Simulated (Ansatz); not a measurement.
Consider C$_{3}$H$_{3}$F$_{2}$GaO$_{2}$ (SMILES [F][Ga-]1([F])[O]C=CC=[O+]1).

The calculation's input:

```
crystal:
  periodic: [false, false, false]
  atoms:
    - {symbol: F, position_ang: [-0.787123, -2.075626, 2.084339]}
    - {symbol: Ga, position_ang: [0.431559, -1.075286, 1.340965]}
    - {symbol: F, position_ang: [2.069043, -1.144581, 1.934171]}
    - {symbol: O, position_ang: [-0.158987, 0.727368, 1.310034]}
    - {symbol: C, position_ang: [-0.422934, 1.342339, 0.232685]}
    - {symbol: C, position_ang: [-0.332422, 0.843492, -1.060411]}
    - {symbol: C, position_ang: [0.077638, -0.449636, -1.358416]}
    - {symbol: O, position_ang: [0.421721, -1.351678, -0.535938]}
    - {symbol: H, position_ang: [-0.755667, 2.376504, 0.363472]}
    - {symbol: H, position_ang: [-0.594576, 1.497771, -1.879777]}
    - {symbol: H, position_ang: [0.117147, -0.747666, -2.410524]}
basis:
  gaussian: {orbitals: def2-TZVPP}
hamiltonian: {xc: pbe0, dispersion: d4}
output: {orbitals: {seedname: orbitals}}
```

Command:

```sh
ansatz run in.yaml --threads 4 --pin off --events-out ev --progress --plain --max-ram 11315MiB
```

Geometry: PBE0-D4/def2-TZVP.

Computed with Ansatz 0.2.0, RKS PBE0-D4/def2-TZVPP.

Q: What can the converged electron density and electron localisation function tell about the bonding?

A: C–O (1.27 Å): ρ at the midpoint is about 2.9 e/Å³; the ELF peaks at about 0.90 between the atoms: a short, strongly polar bond.
C–C (1.39 Å): ρ is about 2.2 e/Å³ halfway; the ELF peaks at about 0.95 between the atoms: localised, covalent bonding.
Ga–O (1.90 Å): ρ is about 0.7 e/Å³ halfway; the ELF peaks at about 0.90 in the valence shell of O, 0.6 Å from its nucleus, and is about 0.20 at the midpoint.
C–H (1.08 Å): ρ is about 2 e/Å³ halfway; the ELF climbs to about 1 towards the hydrogen, as it does in any bond to H (an ordinary covalent bond to hydrogen).

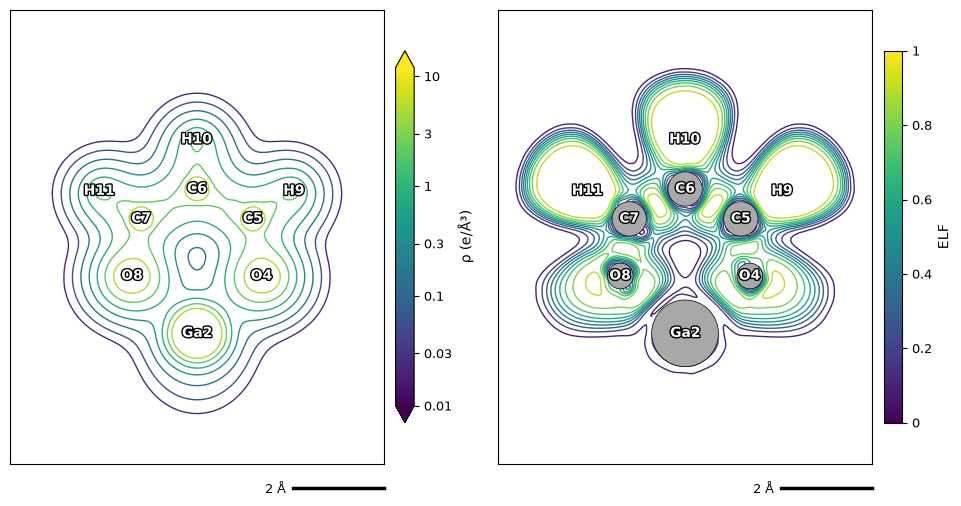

Computed electron density and electron localisation function on the plane of atoms C6, C7 and H11, in this order. Grey discs cover the atomic cores in the ELF map. 
